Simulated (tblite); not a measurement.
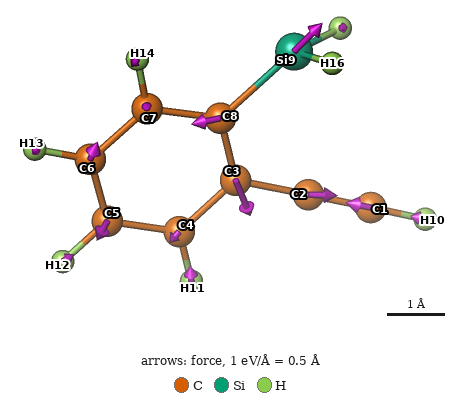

Starting geometry of C8H7Si (multiplicity 2) with the computed forces as purple arrows. Style: ball-and-stick. Shown from a free direction.

Theory: tblite 0.8.0, GFN2-xTB geometry optimisation, gas phase. 

Is this structure relaxed? If not, where do the atoms go?

Answer. It isn't relaxed: the largest force vector, on a C atom, is 1.88 eV/Å. The final displacements have little in common with the starting forces (cosine between the two patterns 0.06). The atom that moves furthest after the best rigid fit is an H atom (1.53 Å). Largest moves by element: H 1.53 Å, C 0.19 Å, Si 0.16 Å. Among the contacts that change: C–C 1.380 → 1.420 Å, C–Si 1.809 → 1.831 Å, C–C 1.430 → 1.411 Å, C–H 1.098 → 1.080 Å. Among the angles between lasting bonds that change: C–Si–H 116.3° → 123.3°, C–C–H 123.1° → 119.7°, C–C–H 115.7° → 118.8°. Over 93 geometry steps the energy falls by 0.344 eV.
